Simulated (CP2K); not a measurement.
# [GeH3]− (SMILES [H][Ge-]([H])[H]), run twice

Aim: energy and forces of [GeH3]− at GFN2-xTB.

The calculation is run with CP2K 2026.2.

4 further runs of the same task are left out: 1 that didn't finish, 3 set aside as unsound or not needed.

### Step 1. The system as given

[GeH3]− has 4 atoms, charge -1, and is taken as a singlet. As SMILES, `[H][Ge-]([H])[H]`. Geometry: a GFN2-xTB relaxation, a rough one for these elements and not checked as a minimum.

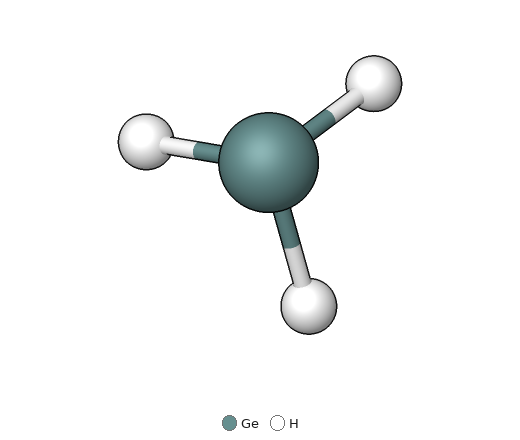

Viewed from a chosen angle; germanium teal, hydrogen white.

### Step 2. First attempt

File molecule.xyz:

```xyz
4

Ge    -0.007520     0.005800     0.768010
H      1.421950    -0.031460    -0.244430
H     -0.677460     1.249470    -0.271720
H     -0.736970    -1.223820    -0.251850
```

File calc.inp:

```
&GLOBAL
   PROJECT calc
   RUN_TYPE ENERGY_FORCE
   PRINT_LEVEL MEDIUM
&END GLOBAL
&FORCE_EVAL
   METHOD QS
   &DFT
      CHARGE 3
      # Quickstep
      &QS
         METHOD XTB
         EPS_DEFAULT 1.0E-10
         &XTB
            GFN_TYPE TBLITE
            &TBLITE
               METHOD GFN2
            &END TBLITE
            CHECK_ATOMIC_CHARGES F
         &END XTB
      &END QS
      # isolated system
      &POISSON
         PERIODIC NONE
         POISSON_SOLVER ANALYTIC
      &END POISSON
      &SCF
         SCF_GUESS ATOMIC
         EPS_SCF 1.0E-07
         MAX_SCF 79
         ADDED_MOS 2
         &DIAGONALIZATION
            ALGORITHM STANDARD
         &END DIAGONALIZATION
         &MIXING
            METHOD DIRECT_P_MIXING
            ALPHA 0.4
         &END MIXING
         &SMEAR ON
            METHOD FERMI_DIRAC
            ELECTRONIC_TEMPERATURE [K] 300
         &END SMEAR
      &END SCF
      # extra output
      &PRINT
         &MOMENTS
            PERIODIC F
            REFERENCE COM
            MAX_MOMENT 1
         &END MOMENTS
         &MO ON
            ENERGIES T
            OCCUPATION_NUMBERS T
            NDIGITS 6
            &EACH
               QS_SCF 0
            &END EACH
            ADD_LAST NUMERIC
         &END MO
         &HIRSHFELD OFF
         &END HIRSHFELD
      &END PRINT
   &END DFT
   # atoms, cell and kinds
   &SUBSYS
      # box in angstrom
      &CELL
         ABC 14.2 14.5 13
         PERIODIC NONE
      &END CELL
      &TOPOLOGY
         COORD_FILE_NAME molecule.xyz
         COORD_FILE_FORMAT XYZ
         &CENTER_COORDINATES
         &END CENTER_COORDINATES
      &END TOPOLOGY
   &END SUBSYS
   &PRINT
      &FORCES ON
      &END FORCES
   &END PRINT
&END FORCE_EVAL
```

The run is started by

```bash
$ OMP_NUM_THREADS=1 cp2k.psmp -i calc.inp -o calc.out
```

Standard output:

```text
CP2K| version string:                                       CP2K version 2026.2
[...]
 GLOBAL| Method name                                                        CP2K
[...]
 GLOBAL| Run type                                                   ENERGY_FORCE
[...]
                             - Atoms:                                          4
[...]
                             - Spherical basis functions:                     12
[...]
 Number of electrons:                                                          4
[...]
  *** SCF run converged in    24 steps ***
[...]
  Fermi energy:                                                -1.27714727157631
[...]
 TB_DIPOLE| Moment [Debye]          0.09554143      -0.06967794      -9.39267529
 TB_DIPOLE| Derivative [a.u.]       0.00000000       0.00000000       0.00000000
[...]
 ENERGY| Total FORCE_EVAL ( QS ) energy [hartree]             -0.903004982477111
 FORCES| Atomic forces [hartree/bohr]
 FORCES|   Atom     x               y               z               |f|
 FORCES|      1 -1.27000093E-03 -2.97367128E-04  2.88852573E-02   2.89146921E-02
 FORCES|      2  5.62590694E-02 -9.29773678E-04 -9.64300739E-03   5.70870822E-02
 FORCES|      3 -2.61948232E-02  4.96769068E-02 -1.02362463E-02   5.70854146E-02
 FORCES|      4 -2.87942453E-02 -4.84497660E-02 -9.00600358E-03   5.70753580E-02
 FORCES| Sum    -1.38777878E-17  1.38777878E-17 -3.46944695E-18
 FORCES| Total atomic force                                       1.99304554E-17
[...]
```

Wall time 0.28 s (1 thread of Arm Neoverse V1, shared host).

### Step 3. What went wrong

The program ended normally, but the settings are unsound, so its numbers aren't properties of the molecule.

The fault: the charge typed isn't that of the species meant. To mend it: charge -1 in place of 3.

### Step 4. Second attempt

molecule.xyz is that of step 2.

File molecule.inp:

```
&GLOBAL
   PROJECT molecule
   RUN_TYPE ENERGY_FORCE
   PRINT_LEVEL MEDIUM
&END

&FORCE_EVAL
   METHOD QS
   &DFT
      CHARGE -1
      # Quickstep
      &QS
         METHOD XTB
         EPS_DEFAULT 1.0E-10
         &XTB
            GFN_TYPE TBLITE
            &TBLITE
               METHOD GFN2
            &END
            CHECK_ATOMIC_CHARGES F
         &END
      &END
      &POISSON
         PERIODIC NONE
         POISSON_SOLVER ANALYTIC
      &END
      &SCF
         SCF_GUESS ATOMIC
         EPS_SCF 1.0E-07
         MAX_SCF 150
         ADDED_MOS 2
         &DIAGONALIZATION
            ALGORITHM STANDARD
         &END
         &MIXING
            METHOD DIRECT_P_MIXING
            ALPHA 0.4
         &END
         &SMEAR ON
            METHOD FERMI_DIRAC
            ELECTRONIC_TEMPERATURE [K] 300
         &END
      &END
      # extra output
      &PRINT
         &MOMENTS
            PERIODIC F
            REFERENCE COM
            MAX_MOMENT 1
         &END
         &MO ON
            ENERGIES T
            OCCUPATION_NUMBERS T
            NDIGITS 6
            &EACH
               QS_SCF 0
            &END
            ADD_LAST NUMERIC
         &END
         &HIRSHFELD OFF
         &END
      &END
   &END
   # atoms, cell and kinds
   &SUBSYS
      # vacuum box
      &CELL
         ABC 14.2 14.5 13
         PERIODIC NONE
      &END
      &TOPOLOGY
         COORD_FILE_NAME molecule.xyz
         COORD_FILE_FORMAT XYZ
         &CENTER_COORDINATES
         &END
      &END
   &END
   &PRINT
      &FORCES ON
      &END
   &END
&END
```

The run is started by

```bash
$ OMP_NUM_THREADS=1 cp2k.psmp -i molecule.inp > molecule.out 2>&1
```

Standard output:

```text
CP2K| version string:                                       CP2K version 2026.2
[...]
 GLOBAL| Method name                                                        CP2K
[...]
 GLOBAL| Run type                                                   ENERGY_FORCE
[...]
                             - Atoms:                                          4
[...]
                             - Spherical basis functions:                     12
[...]
 Number of electrons:                                                          8
[...]
  *** SCF run converged in    11 steps ***
[...]
  Fermi energy:                                                 0.03766883028290
[...]
 TB_DIPOLE| Moment [Debye]         -0.03858069       0.04812250       5.32862755
 TB_DIPOLE| Derivative [a.u.]       0.00000000       0.00000000       0.00000000
[...]
 ENERGY| Total FORCE_EVAL ( QS ) energy [hartree]             -3.621136623283715
 FORCES| Atomic forces [hartree/bohr]
 FORCES|   Atom     x               y               z               |f|
 FORCES|      1  1.48806003E-04  5.56830340E-05 -1.80006708E-05   1.59899503E-04
 FORCES|      2  5.27966082E-05 -8.61017896E-05  7.81806694E-05   1.27723205E-04
 FORCES|      3 -1.60720460E-04 -1.06066503E-04 -5.18659283E-06   1.92634550E-04
 FORCES|      4 -4.08821517E-05  1.36485259E-04 -5.49934058E-05   1.52721481E-04
 FORCES| Sum     8.83624771E-18  7.31836466E-19  4.11996826E-18
 FORCES| Total atomic force                                       9.77696254E-18
[...]
```

Wall time 0.26 s (1 thread of Arm Neoverse V1, shared host).

### Step 5. Outcome

Level: GFN2-xTB.

| quantity | value |
| --- | --- |
| total energy | -3.62114 Eh |
| HOMO energy | -3.41 eV |
| LUMO energy | 1.95 eV |
| HOMO–LUMO gap | 5.36 eV |
| largest force on an atom | 0.010 eV/Å |
